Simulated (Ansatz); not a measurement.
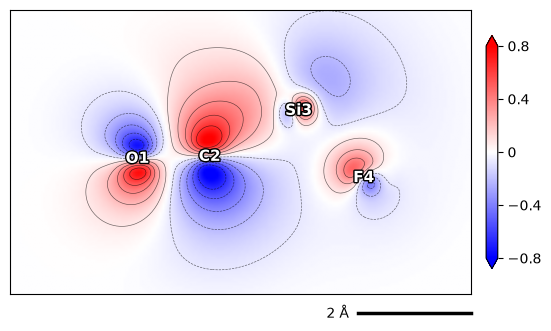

CHFOSi. The LUMO on the plane of atoms C2, Si3 and F4 (values in Å⁻³ᐟ²; the overall sign is arbitrary).

Theory: RKS B3LYP/def2-SVP in Ansatz.

| atom | x (Å) | y (Å) | z (Å) |
| --- | --- | --- | --- |
| O | 0.4801 | 1.3991 | 0.4612 |
| C | 0.1011 | 0.2151 | 0.1685 |
| Si | 0.2837 | -1.3549 | -0.6146 |
| F | -0.8622 | -2.3440 | 0.0360 |
| H | -0.0028 | 2.0847 | -0.0511 |

Q: Describe this orbital and give its energy.

A: It lies mainly on C2 (about 50 %), Si3 (about 30 %) and O1 (about 15 %). Its energy is −2.88 eV.
